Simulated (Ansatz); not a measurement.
A series of calculations on SiHOClF

### Relaxation

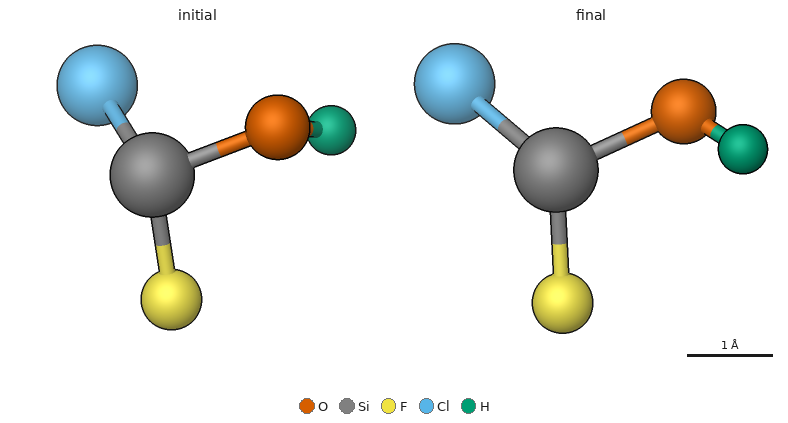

The structure of SiHOClF (multiplicity 2) (coarse preliminary run) before (left) and after (right) a relaxation, at one scale.

Style: ball-and-stick. Shown at a tilt.

Theory: Ansatz 0.2.0, UKS PBE-D4/def2-SVP.

The input:
```yaml
crystal:
  periodic: [false, false, false]
  atoms:
    - {symbol: O, position_ang: [0.378200, 1.084500, 0.376500]}
    - {symbol: Si, position_ang: [0.150200, -0.507200, 0.594900]}
    - {symbol: F, position_ang: [1.060700, -1.210200, -0.507700]}
    - {symbol: Cl, position_ang: [-1.719200, -0.847700, 0.062600]}
    - {symbol: H, position_ang: [0.179900, 1.406900, -0.567600]}
basis:
  gaussian: {orbitals: def2-SVP}
magnetization: {spin_polarized: true, initial_magnetization: 1}
hamiltonian: {xc: pbe, dispersion: d4}
relax: {f_tol: 0.03, max_steps: 250}
```

> What changed between the two?

The atom that moves furthest after the best rigid fit is H5 (0.78 Å). By element the largest moves are H 0.78 Å, O 0.63 Å, Cl 0.44 Å, Si 0.19 Å, F 0.07 Å. Some distances before and after: Si2–Cl4 1.973 → 2.074 Å, Si2–F3 1.593 → 1.642 Å, O1–Si2 1.623 → 1.671 Å, O1–H5 1.017 → 0.975 Å. Among the angles between lasting bonds that change: O1–Si2–F3 105.0° → 109.6°, F3–Si2–Cl4 106.2° → 108.9°. Groups turn about O1–Si2 by about 115°. The optimiser took 31 steps. The run took of the order of 2.5 core-minutes on a shared host.

### Relaxation

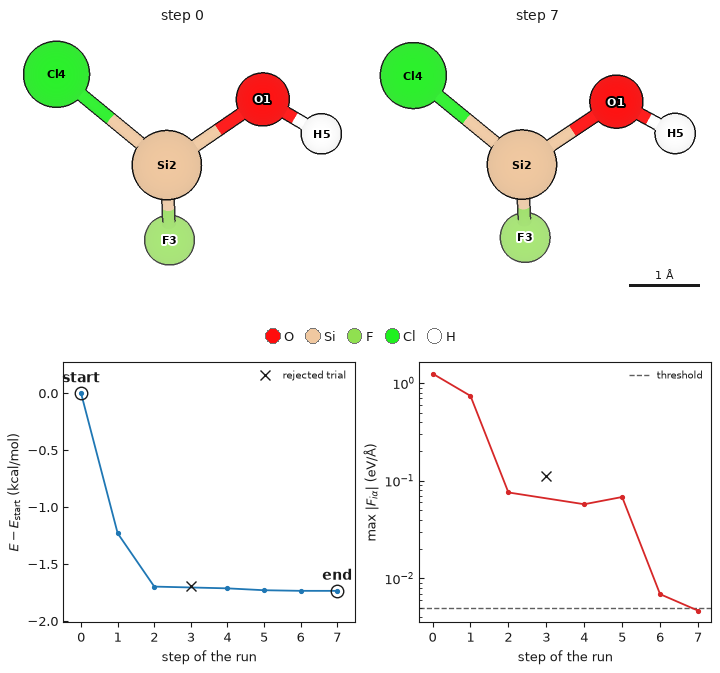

First and last geometry of a relaxation of SiHOClF (multiplicity 2), with the history of the run. A ball-and-stick model, seen at a tilt.

Method: Ansatz, UKS PBE0-D4/def2-TZVP.

The input:
```yaml
crystal:
  periodic: [false, false, false]
  atoms:
    - {symbol: O, position_ang: [-0.020745, 1.167708, -0.045208]}
    - {symbol: Si, position_ang: [0.083872, -0.430011, 0.433380]}
    - {symbol: F, position_ang: [1.005798, -1.266346, -0.637452]}
    - {symbol: Cl, position_ang: [-1.853560, -1.167058, 0.369317]}
    - {symbol: H, position_ang: [0.834435, 1.622007, -0.161337]}
basis:
  gaussian: {orbitals: def2-TZVP}
magnetization: {spin_polarized: true, initial_magnetization: 1}
hamiltonian: {xc: pbe0, dispersion: d4}
relax: {f_tol: 0.005, max_steps: 200}
```

Q: Read the history and describe the run.

A: It converged. The largest move after the best rigid fit is that of F3, 0.048 Å. By element the largest moves are F 0.048 Å, O 0.045 Å, H 0.037 Å, Cl 0.034 Å, Si 0.010 Å. Among the contacts that change: Si2–F3 1.642 → 1.596 Å, O1–Si2 1.671 → 1.630 Å, Si2–Cl4 2.074 → 2.040 Å, O1–H5 0.975 → 0.960 Å. Among the angles between lasting bonds that change: Si2–O1–H5 115.1° → 117.9°. Over 6 accepted moves (7 points after the start) the energy falls by 1.73 kcal/mol. The largest force component goes from 1.3 to 0.0047 eV/Å. The line search rejected the trial step at point 3 of the run.

| step | E − E(0), kcal/mol | largest force component, eV/Å | note |
| --- | --- | --- | --- |
| 0 | 0.00 | 1.2540 |  |
| 1 | -1.23 | 0.7412 |  |
| 2 | -1.70 | 0.0760 |  |
| 3 | -1.69 | 0.1114 | rejected |
| 4 | -1.71 | 0.0576 |  |
| 5 | -1.73 | 0.0683 |  |
| 6 | -1.73 | 0.0069 |  |
| 7 | -1.73 | 0.0047 |  |

### Scan

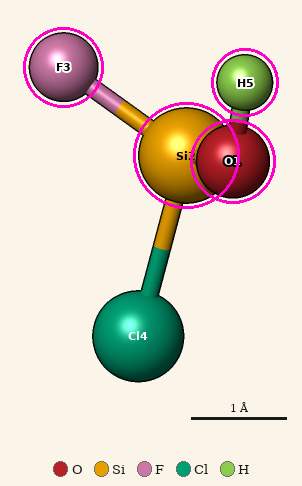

Energy scan for SiHOClF (multiplicity 2), in which the H5–O1–Si2–F3 dihedral angle is varied, with the rest of the molecule carried along rigidly. The picture shows the minimum geometry. The ringed atoms are those of the scanned coordinate. A ball-and-stick model, seen almost along the central bond, with a slight tilt.

Single-point energies from Ansatz with B3LYP-D4, PBE0-D4, PBE-D4 in the def2-TZVPP basis, on geometries moved rigidly from the minimum at PBE0-D4/def2-TZVP. Energies are counted from the PBE0-D4/def2-TZVP minimum geometry at the same level.

```xyz
5

O    -0.0035    1.1413   -0.0135
Si    0.0783   -0.4267    0.4257
F     0.9795   -1.2321   -0.6168
Cl   -1.8251   -1.1577    0.3532
H     0.8206    1.6016   -0.1898
```

Q: Predict the energy profile (the dihedral: −157.8, −117.8, −77.8, −51.3, −37.8, 2.2, 42.2, 82.2, 122.2, 162.2°).

A: Energies in kcal/mol.

| dihedral angle (°) | B3LYP-D4 | PBE0-D4 | PBE-D4 |
| --- | --- | --- | --- |
| −157.8 | 0.79 | 0.71 | 0.66 |
| −117.8 | 0.81 | 0.72 | 0.66 |
| −77.8 | 0.19 | 0.16 | 0.13 |
| −51.3 | 0.00 | 0.00 | 0.00 |
| −37.8 | 0.07 | 0.07 | 0.09 |
| 2.2 | 0.73 | 0.66 | 0.80 |
| 42.2 | 1.35 | 1.14 | 1.46 |
| 82.2 | 1.19 | 0.92 | 1.24 |
| 122.2 | 0.59 | 0.40 | 0.53 |
| 162.2 | 0.43 | 0.34 | 0.34 |

With B3LYP-D4: of the computed points the lowest is at the dihedral −51.3°, 0.00 kcal/mol. A local maximum lies at 42.2° (1.35 kcal/mol). The highest point, at 42.2°, lies 1.35 kcal/mol above the lowest and gives an upper estimate of the barrier to rotation, since the rotor is rigid. At 42.2° the levels give PBE0-D4 1.14 kcal/mol, B3LYP-D4 1.35 kcal/mol, PBE-D4 1.46 kcal/mol.

### Scan

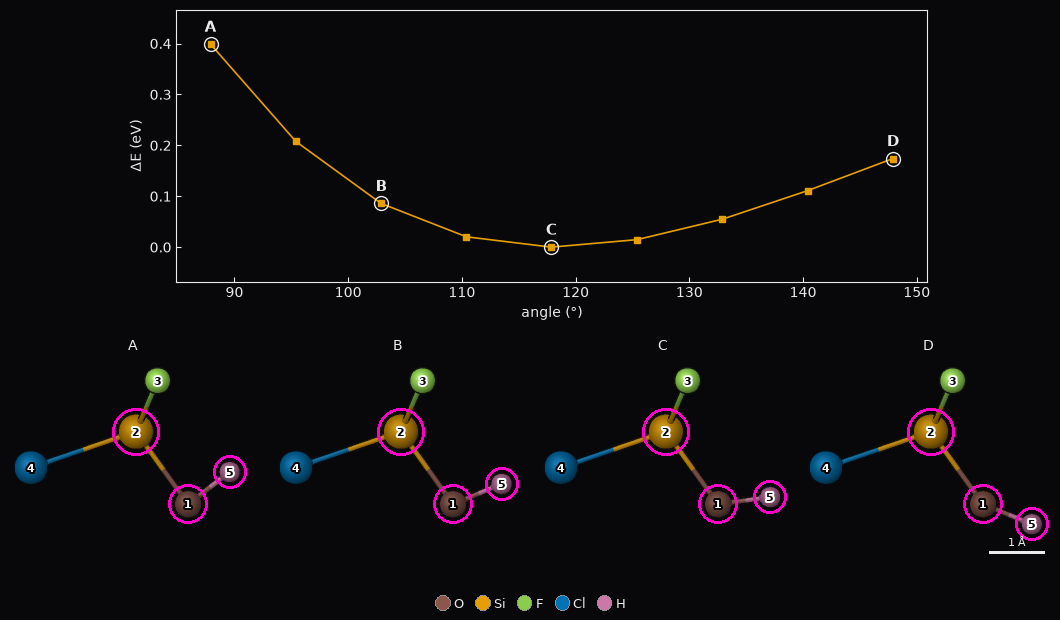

Energy scan for SiHOClF (multiplicity 2), in which the H5–O1–Si2 angle is varied, with the rest of the molecule carried along rigidly. The lettered frames are marked on the plot. Style: ball-and-stick. Shown onto the plane of the angle. The ringed atoms are those of the scanned coordinate.

Level of theory: PBE0-D4 (def2-TZVPP, Ansatz), on geometries moved rigidly from the minimum at PBE0-D4/def2-TZVP. Energies are counted from the PBE0-D4/def2-TZVP minimum geometry at the same level.

What does the scan show?

Answer. Of the computed points the lowest is at the angle 117.9°, 0.000 eV. The curvature at the lowest point is about 2.1 eV/rad².
